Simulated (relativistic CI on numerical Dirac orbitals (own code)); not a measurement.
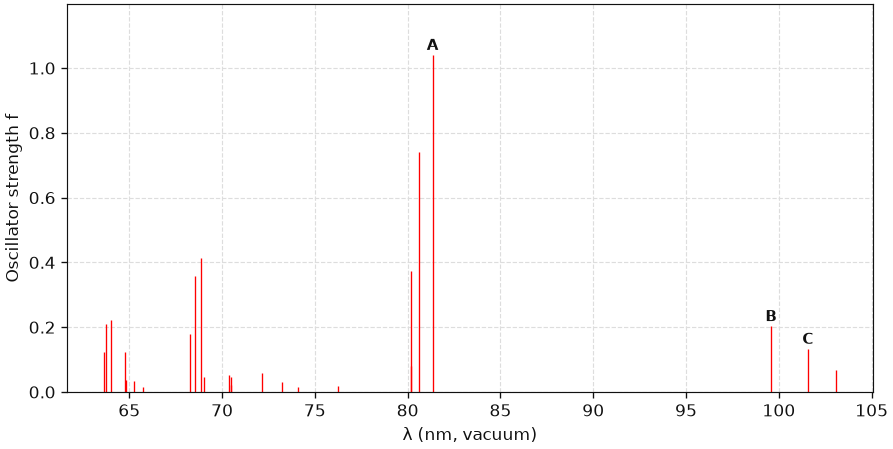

Computed spectrum: absorption lines from the lowest level (oscillator strengths f) of an atom or ion with 33 electrons. Level of the calculation: relativistic configuration interaction, KLI exchange-only orbitals, Breit term, model QED, valence Slater integrals scaled by 0.85, configurations tied to the tabulated ionisation limit (in-house radial CI code).

> Which ion is it, and what are the lettered lines?

Se II (Se⁺). A: 4s² 4p² 4d ⁴P₅/₂ ← 4s² 4p³ ⁴S°₃/₂, 81.35 nm, f = 1.0; B: 4s² 4p² 5s ⁴P₅/₂ ← 4s² 4p³ ⁴S°₃/₂, 99.57 nm, f = 0.20; C: 4s² 4p² 5s ⁴P₃/₂ ← 4s² 4p³ ⁴S°₃/₂, 101.6 nm, f = 0.13.

Caveat: configurations built on the next ion are tied to the tabulated ionisation energy, low ones can still be off by several thousand cm⁻¹ and the others by 10000 or more; rates and lifetimes follow the computed energies and can be off by orders of magnitude; one shift a configuration: terms inside it, and wavelengths, can be off by thousands of cm⁻¹; the fine structure of a weakly bound d or f electron outside closed shells is too small or inverted; only a limited list of configurations is included, so lower levels can be missing; only lines among the lowest 255 of 394 levels are drawn.
